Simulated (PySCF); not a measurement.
# [Nd(P5)2]+: forces at shaken geometries

Aim: move all atoms of relaxed [Nd(P5)2]+ at random and read energies and forces. It is a constructed species; whether it can be made isn't addressed.

Method: r2SCAN, Nd lcecp-1-SVP with ECP49, P def2-SVP; scalar-relativistic core potentials, no spin–orbit coupling; program: PySCF 2.14.0.

4 further runs of the same task are left out: 2 for a known fault of the program, 1 that didn't finish, 1 set aside as unsound or not needed.

## Step 1: The starting structure

11 atoms, charge 1, spin multiplicity 1.

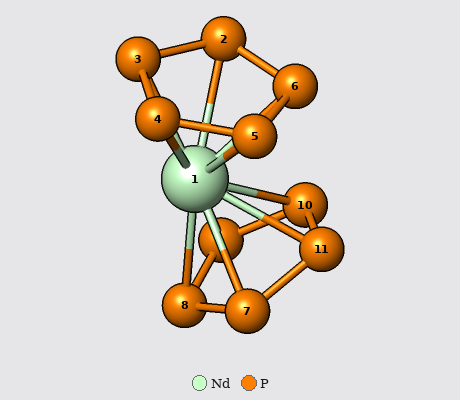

The geometry (neodymium light green, phosphorus orange); atoms are numbered from 1 in the order of the file.

As a file:

```xyz
11
charge 1, multiplicity 1
Nd   -0.73207    0.00001    0.00000
P     0.17478    1.81938    2.35883
P    -1.48018    0.56947    2.91382
P    -0.85462   -1.46809    2.70382
P     1.16674   -1.48158    2.00306
P     1.80701    0.55842    1.79811
P     0.17479   -1.81938   -2.35882
P    -1.48018   -0.56949   -2.91381
P    -0.85463    1.46808   -2.70383
P     1.16673    1.48158   -2.00307
P     1.80701   -0.55842   -1.79810
```

Formal oxidation states: Nd +3. Each metal's 3 4f electrons lie in its core potential, so multiplicities, spins and levels count the valence alone. An earlier session relaxed this geometry at r2SCAN, Nd lcecp-1-SVP with ECP49, P def2-SVP (singlet, point group C2).

Its energy there is -3446.160823 Eh.

## Step 2: Atoms moved at random, σ = 0.15 Å

run.py (the lines that set the calculation)

```python
mol = gto.M(atom='''
Nd    -0.81040    -0.09933     0.16260
P      0.15412     1.51413     2.57423
P     -1.42395     0.64188     2.66031
P     -0.76242    -1.47335     2.39120
P      1.13862    -1.45198     1.91352
P      1.47012     0.44301     1.85839
P      0.27251    -1.57497    -2.26529
P     -1.00136    -0.55952    -2.88087
P     -0.76117     1.45236    -2.75674
P      0.81447     1.67579    -1.97872
P      1.80485    -0.56803    -1.67863''',
    basis={'Nd': 'lcecp-1-SVP', 'P': 'def2-SVP'},
    ecp={'Nd': 'lcecp-1-SVP'},
    charge=1, spin=0)
mf = dft.RKS(mol, xc='R2SCAN')
mf.grids.atom_grid = (50, 194)  # f atoms: unpruned, at least (60, 302)
mf = mf.density_fit()  # fitting sets: Nd AutoAux, P def2-universal-JKFIT
mf.conv_tol = 1e-08; mf.max_cycle = 55
mf.kernel(dm0)  # dm0: the density of the relaxed state
```

On the command line:

```console
$ OMP_NUM_THREADS=4 python run.py
```

The log of the run:

```text
init E= -3446.29602334724
  HOMO = -0.43249171990254  LUMO = -0.41390073348086  gap/eV = 0.50589
cycle= 1 E= -3445.74923500003  delta_E= 0.547  |g|= 0.456  |ddm|= 2.71
  HOMO = -0.312044281888016  LUMO = -0.295685051069517  gap/eV = 0.44516
cycle= 2 E= -3445.43907591832  delta_E= 0.31  |g|= 1.03  |ddm|= 2.56
  HOMO = -0.333437139857318  LUMO = -0.330363976319032  gap/eV = 0.08363
cycle= 3 E= -3445.75911106974  delta_E= -0.32  |g|= 0.361  |ddm|= 2.28
  HOMO = -0.356438146504821  LUMO = -0.326650706480912  gap/eV = 0.81056
cycle= 4 E= -3445.81471833397  delta_E= -0.0556  |g|= 0.139  |ddm|= 1.34
  HOMO = -0.348349849240961  LUMO = -0.335111937586496  gap/eV = 0.36022
cycle= 5 E= -3445.82183463012  delta_E= -0.00712  |g|= 0.0654  |ddm|= 0.41
  HOMO = -0.347424894530718  LUMO = -0.335221162583353  gap/eV = 0.33208
cycle= 6 E= -3445.82280032336  delta_E= -0.000966  |g|= 0.0412  |ddm|= 0.184
  HOMO = -0.348514795303217  LUMO = -0.335471747215706  gap/eV = 0.35492
cycle= 7 E= -3445.8233891376  delta_E= -0.000589  |g|= 0.0127  |ddm|= 0.0875
  HOMO = -0.348001276195856  LUMO = -0.335768764628164  gap/eV = 0.33286
cycle= 8 E= -3445.82342594712  delta_E= -3.68e-05  |g|= 0.00775  |ddm|= 0.042
  HOMO = -0.348136717421734  LUMO = -0.33555291901254  gap/eV = 0.34242
cycle= 9 E= -3445.82344989666  delta_E= -2.39e-05  |g|= 0.00197  |ddm|= 0.0198
  HOMO = -0.348182706803528  LUMO = -0.33555245180636  gap/eV = 0.34369
cycle= 10 E= -3445.82345125637  delta_E= -1.36e-06  |g|= 0.00066  |ddm|= 0.00522
  HOMO = -0.34817601808429  LUMO = -0.335529597391534  gap/eV = 0.34413
cycle= 11 E= -3445.82345137509  delta_E= -1.19e-07  |g|= 0.000344  |ddm|= 0.00181
  HOMO = -0.348166179729504  LUMO = -0.335537161120226  gap/eV = 0.34365
cycle= 12 E= -3445.82345142862  delta_E= -5.35e-08  |g|= 8.77e-05  |ddm|= 0.000971
  HOMO = -0.348167235206973  LUMO = -0.335539734873375  gap/eV = 0.34361
cycle= 13 E= -3445.82345143129  delta_E= -2.66e-09  |g|= 3.33e-05  |ddm|= 0.000214
  HOMO = -0.34816678344332  LUMO = -0.335540891323908  gap/eV = 0.34357
Extra cycle  E= -3445.82345142897  delta_E= 2.31e-09  |g|= 8.42e-05  |ddm|= 0.000216
converged SCF energy = -3445.82345142897
```

It took 24 s on 4 threads of Arm Neoverse V1, shared host.

It gives: E = -3445.823451 Eh (+9.180 eV from the relaxed state), HOMO -9.47 eV, LUMO -9.13 eV, Mulliken charge on Nd1 +0.90 e, largest force component 13.016 eV/Å. The gap is small, and the closed shell wasn't tested for a lower spin-broken solution.

| atom | Fx | Fy | Fz (eV/Å) |
| --- | --- | --- | --- |
| Nd1 | 0.040 | 0.485 | -4.093 |
| P2 | 2.570 | 10.290 | 2.239 |
| P3 | -9.346 | -4.946 | 2.426 |
| P4 | -4.326 | -2.070 | 2.374 |
| P5 | 1.922 | -5.005 | -0.504 |
| P6 | 9.628 | 1.227 | -3.068 |
| P7 | 6.886 | -10.106 | 3.283 |
| P8 | -13.016 | 3.996 | -5.784 |
| P9 | -9.210 | 1.184 | -4.502 |
| P10 | 11.330 | 1.444 | 5.393 |
| P11 | 3.523 | 3.500 | 2.236 |

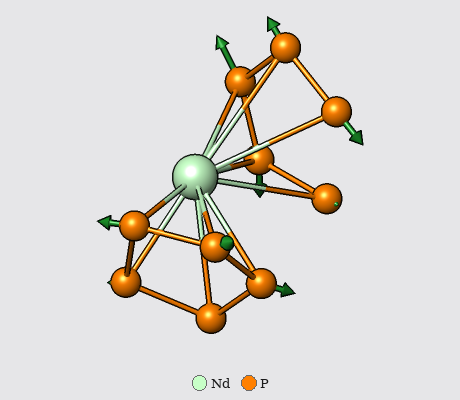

Forces as arrows, the longest for the largest force.

## Step 3: Atoms moved at random, σ = 0.15 Å

run.py (the lines that set the calculation)

```python
mol = gto.M(atom='''
Nd    -0.51194     0.17699    -0.28468
P      0.23150     1.79928     2.27773
P     -1.53964     0.57547     2.93412
P     -0.97955    -1.55233     2.54494
P      1.33817    -1.80522     1.82568
P      1.88107     0.60543     1.97253
P      0.36276    -1.47746    -1.98359
P     -1.69887    -0.53556    -2.70508
P     -1.06080     1.63058    -2.62563
P      1.31341     1.36733    -2.16098
P      1.55927    -0.78454    -1.79504''',
    basis={'Nd': 'lcecp-1-SVP', 'P': 'def2-SVP'},
    ecp={'Nd': 'lcecp-1-SVP'},
    charge=1, spin=0)
mf = dft.RKS(mol, xc='R2SCAN')
mf.grids.atom_grid = (50, 194)  # f atoms: unpruned, at least (60, 302)
mf = mf.density_fit()  # fitting sets: Nd AutoAux, P def2-universal-JKFIT
mf.conv_tol = 1e-08; mf.max_cycle = 55
mf.kernel(dm0)  # dm0: the density of the relaxed state
```

On the command line:

```console
$ OMP_NUM_THREADS=4 python run.py
```

The log of the run:

```text
init E= -3445.76933871102
  HOMO = -0.476904826783307  LUMO = -0.472020296313961  gap/eV = 0.13291
cycle= 1 E= -3443.47804825909  delta_E= 2.29  |g|= 1.89  |ddm|=  4.8
  HOMO = -0.213135374741572  LUMO = -0.198007265742486  gap/eV = 0.41166
cycle= 2 E= -3378.05258851127  delta_E= 65.4  |g|=  8.8  |ddm|= 26.5
  HOMO = -0.259706130419645  LUMO = -0.255515500972632  gap/eV = 0.11403
cycle= 3 E= -3437.10593286913  delta_E= -59.1  |g|= 3.59  |ddm|= 25.8
  HOMO = -0.328932524005473  LUMO = -0.30892332486515  gap/eV = 0.54448
cycle= 4 E= -3444.94388774471  delta_E= -7.84  |g|= 1.16  |ddm|= 5.84
  HOMO = -0.341018020035959  LUMO = -0.324705691069827  gap/eV = 0.44388
cycle= 5 E= -3443.12631729134  delta_E= 1.82  |g|=  2.2  |ddm|= 4.95
  HOMO = -0.349751953214276  LUMO = -0.333423581000169  gap/eV = 0.44432
cycle= 6 E= -3445.43837345629  delta_E= -2.31  |g|= 0.411  |ddm|= 3.76
  HOMO = -0.347132055871914  LUMO = -0.344430992588816  gap/eV = 0.07350
cycle= 7 E= -3445.19975618248  delta_E= 0.239  |g|= 0.842  |ddm|= 2.18
  HOMO = -0.364693852237437  LUMO = -0.343278980979485  gap/eV = 0.58273
cycle= 8 E= -3445.48051591798  delta_E= -0.281  |g|= 0.274  |ddm|= 1.81
  HOMO = -0.35929046212382  LUMO = -0.350883449838506  gap/eV = 0.22877
cycle= 9 E= -3445.50943171046  delta_E= -0.0289  |g|= 0.0947  |ddm|= 0.569
  HOMO = -0.360491564568293  LUMO = -0.352497039855857  gap/eV = 0.21754
cycle= 10 E= -3445.51148751173  delta_E= -0.00206  |g|= 0.0669  |ddm|= 0.24
  HOMO = -0.361361024219647  LUMO = -0.352830229806812  gap/eV = 0.23213
cycle= 11 E= -3445.51307831953  delta_E= -0.00159  |g|= 0.0293  |ddm|= 0.162
  HOMO = -0.361988996076239  LUMO = -0.35293838029747  gap/eV = 0.24628
cycle= 12 E= -3445.51336370574  delta_E= -0.000285  |g|= 0.0142  |ddm|= 0.0732
  HOMO = -0.361838190762053  LUMO = -0.352875214290839  gap/eV = 0.24390
cycle= 13 E= -3445.51342676726  delta_E= -6.31e-05  |g|= 0.0077  |ddm|= 0.0418
  HOMO = -0.361802760639179  LUMO = -0.352699537108402  gap/eV = 0.24771
cycle= 14 E= -3445.51344963852  delta_E= -2.29e-05  |g|= 0.00194  |ddm|= 0.0172
  HOMO = -0.361757039309246  LUMO = -0.352648412388372  gap/eV = 0.24786
cycle= 15 E= -3445.51345078907  delta_E= -1.15e-06  |g|= 0.00116  |ddm|= 0.00519
  HOMO = -0.361760720247612  LUMO = -0.352666208558014  gap/eV = 0.24747
cycle= 16 E= -3445.51345133897  delta_E= -5.5e-07  |g|= 0.000235  |ddm|= 0.00247
  HOMO = -0.361765311707381  LUMO = -0.352670476364304  gap/eV = 0.24748
cycle= 17 E= -3445.51345134186  delta_E= -2.89e-09  |g|= 0.000234  |ddm|= 0.000818
  HOMO = -0.36176461850163  LUMO = -0.352671666829711  gap/eV = 0.24743
cycle= 18 E= -3445.5134513648  delta_E= -2.29e-08  |g|= 3.73e-05  |ddm|= 0.000437
  HOMO = -0.361764579143033  LUMO = -0.352671611241008  gap/eV = 0.24743
cycle= 19 E= -3445.51345136511  delta_E= -3.04e-10  |g|= 2.39e-05  |ddm|= 9.95e-05
  HOMO = -0.361765406145641  LUMO = -0.352673381709194  gap/eV = 0.24741
Extra cycle  E= -3445.51345135996  delta_E= 5.14e-09  |g|= 0.000112  |ddm|= 0.000224
converged SCF energy = -3445.51345135996
```

Wall time 30 s (4 threads of Arm Neoverse V1, shared host).

Result: E = -3445.513451 Eh (+17.616 eV from the relaxed state), HOMO -9.84 eV, LUMO -9.60 eV, Mulliken charge on Nd1 +0.84 e, largest force component 57.617 eV/Å. The gap is small, and the closed shell wasn't tested for a lower spin-broken solution.

| atom | Fx | Fy | Fz (eV/Å) |
| --- | --- | --- | --- |
| Nd1 | -1.948 | 1.446 | 5.853 |
| P2 | -0.937 | -0.286 | 0.577 |
| P3 | 1.126 | -1.264 | -1.052 |
| P4 | 1.400 | 0.928 | -0.354 |
| P5 | -2.142 | 3.017 | 0.765 |
| P6 | 0.461 | -2.161 | -0.823 |
| P7 | -57.207 | -36.769 | -10.998 |
| P8 | 0.617 | 1.541 | -0.333 |
| P9 | 1.565 | -2.024 | -0.967 |
| P10 | -0.553 | 1.810 | -0.377 |
| P11 | 57.617 | 33.762 | 7.708 |

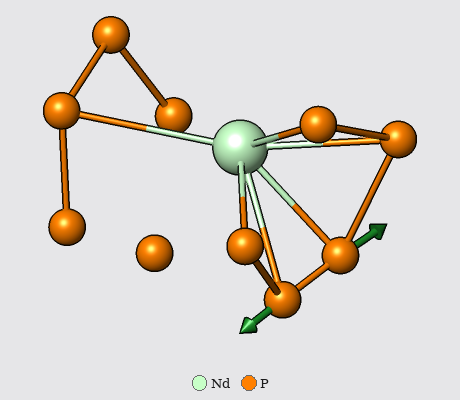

Forces as arrows, the longest for the largest force.

## Step 4: Atoms moved at random, σ = 0.06 Å

run.py (the lines that set the calculation)

```python
mol = gto.M(atom='''
Nd    -0.78124     0.03241     0.04060
P      0.21426     1.76591     2.45972
P     -1.44615     0.60461     2.95260
P     -0.89513    -1.47900     2.79908
P      1.13867    -1.49197     1.91615
P      1.85487     0.58020     1.81494
P      0.19672    -1.79283    -2.41773
P     -1.42588    -0.59988    -2.93137
P     -0.88085     1.46596    -2.77879
P      1.20934     1.47032    -2.02995
P      1.71077    -0.55573    -1.82526''',
    basis={'Nd': 'lcecp-1-SVP', 'P': 'def2-SVP'},
    ecp={'Nd': 'lcecp-1-SVP'},
    charge=1, spin=0)
mf = dft.RKS(mol, xc='R2SCAN')
mf.grids.atom_grid = (50, 194)  # f atoms: unpruned, at least (60, 302)
mf = mf.density_fit()  # fitting sets: Nd AutoAux, P def2-universal-JKFIT
mf.conv_tol = 1e-08; mf.max_cycle = 55
mf.kernel(dm0)  # dm0: the density of the relaxed state
```

On the command line:

```console
$ OMP_NUM_THREADS=4 python run.py
```

The log of the run:

```text
init E= -3446.13791882335
  HOMO = -0.383590437327482  LUMO = -0.333201239349915  gap/eV = 1.37116
cycle= 1 E= -3446.14309130412  delta_E= -0.00517  |g|= 0.106  |ddm|= 0.606
  HOMO = -0.370343204863366  LUMO = -0.321015704458036  gap/eV = 1.34227
cycle= 2 E= -3446.11412491586  delta_E= 0.029  |g|= 0.282  |ddm|= 0.641
  HOMO = -0.375455230353997  LUMO = -0.325930643537834  gap/eV = 1.34763
cycle= 3 E= -3446.14675532927  delta_E= -0.0326  |g|= 0.0497  |ddm|= 0.523
  HOMO = -0.375058618509501  LUMO = -0.326017761861298  gap/eV = 1.33447
cycle= 4 E= -3446.14753566533  delta_E= -0.00078  |g|= 0.0258  |ddm|= 0.114
  HOMO = -0.375682736077086  LUMO = -0.325690747049207  gap/eV = 1.36035
cycle= 5 E= -3446.14777478164  delta_E= -0.000239  |g|= 0.00848  |ddm|= 0.0512
  HOMO = -0.375718330393748  LUMO = -0.325796800947816  gap/eV = 1.35843
cycle= 6 E= -3446.14780307518  delta_E= -2.83e-05  |g|= 0.0019  |ddm|= 0.016
  HOMO = -0.375740440218354  LUMO = -0.325820755275914  gap/eV = 1.35838
cycle= 7 E= -3446.14780417509  delta_E= -1.1e-06  |g|= 0.000988  |ddm|= 0.00439
  HOMO = -0.375717793057246  LUMO = -0.325819533668394  gap/eV = 1.35780
cycle= 8 E= -3446.14780452811  delta_E= -3.53e-07  |g|= 0.00037  |ddm|= 0.00207
  HOMO = -0.375717394315565  LUMO = -0.325824650750036  gap/eV = 1.35765
cycle= 9 E= -3446.14780456827  delta_E= -4.02e-08  |g|= 0.000185  |ddm|= 0.000809
  HOMO = -0.3757197911342  LUMO = -0.325824402268427  gap/eV = 1.35772
cycle= 10 E= -3446.14780458085  delta_E= -1.26e-08  |g|= 5.91e-05  |ddm|= 0.000358
  HOMO = -0.375719863416735  LUMO = -0.325821169690611  gap/eV = 1.35781
cycle= 11 E= -3446.14780458202  delta_E= -1.18e-09  |g|= 2.19e-05  |ddm|= 0.00012
  HOMO = -0.37571887745809  LUMO = -0.325823936602743  gap/eV = 1.35771
Extra cycle  E= -3446.14780458065  delta_E= 1.37e-09  |g|= 6.12e-05  |ddm|= 0.000146
converged SCF energy = -3446.14780458065
```

Wall time 21 s (4 threads of Arm Neoverse V1, shared host).

Result: E = -3446.147805 Eh (+0.354 eV from the relaxed state), HOMO -10.22 eV, LUMO -8.87 eV, Mulliken charge on Nd1 +0.93 e, largest force component 1.825 eV/Å. 

| atom | Fx | Fy | Fz (eV/Å) |
| --- | --- | --- | --- |
| Nd1 | 0.353 | 0.047 | -0.376 |
| P2 | 0.507 | 0.906 | -0.262 |
| P3 | -0.578 | -0.728 | 0.391 |
| P4 | 0.820 | 0.331 | -0.741 |
| P5 | -0.447 | 0.240 | 0.520 |
| P6 | -0.447 | -0.795 | -0.098 |
| P7 | -0.484 | -1.403 | 0.070 |
| P8 | -1.129 | 0.728 | -0.375 |
| P9 | 0.675 | -0.125 | 0.447 |
| P10 | -1.095 | 0.467 | -0.227 |
| P11 | 1.825 | 0.333 | 0.650 |

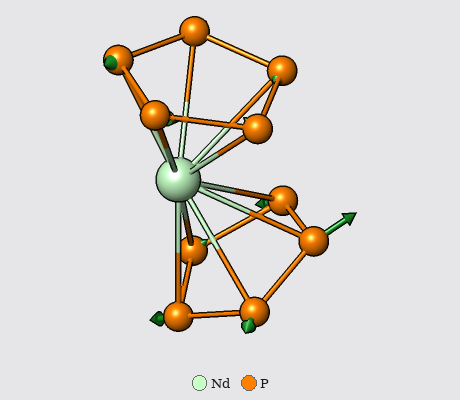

Forces as arrows, the longest for the largest force.

## Step 5: The displacements side by side

| σ (Å) | energy rise (eV) | harmonic estimate −½ F·u (eV) | largest force component (eV/Å) |
| --- | --- | --- | --- |
| 0.15 | 9.180 | 10.826 | 13.02 |
| 0.15 | 17.616 | 27.180 | 57.62 |
| 0.06 | 0.354 | 0.358 | 1.83 |

Every displacement raises the energy. For a harmonic well the rise equals −½ F·u; the two differ by at most 54 % here (a move with σ = 0.15 Å), from anharmonicity, the grid and the small forces left at the relaxed point. These are double-zeta-type bases without diffuse functions. Spin–orbit coupling is left out.
